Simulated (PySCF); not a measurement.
Vertical excitations of a molecule C4H7Cl from TDDFT-B3LYP/def2-SVPD (PySCF), as energy in eV (oscillator strength): 6.54 (0.002), 6.95 (0.007), 7.21 (0.016), 7.55 (0.015), 7.59 (0.009), 7.84 (0.032), 7.93 (0.010), 7.99 (0.018), 8.20 (0.007), 8.24 (0.043). Lowest triplet (TDA): 5.96 eV. Coordinates come from a TPSSh-D3(BJ)/def2-SVP optimisation. The values are those of a single conformer.

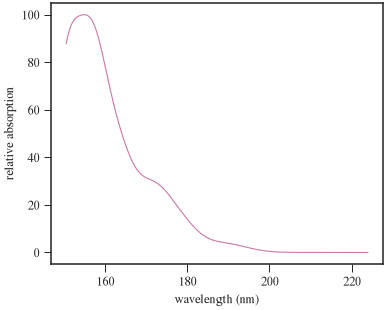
*The lines broadened by 0.4 eV.*

**Question.** Identify the compound among the candidates.
A. C[C@@H]1C[C@H]1Cl
B. ClC1CCC1
C. C=CCCCl
D. C/C=C(\C)Cl

**Answer.** A, C[C@@H]1C[C@H]1Cl
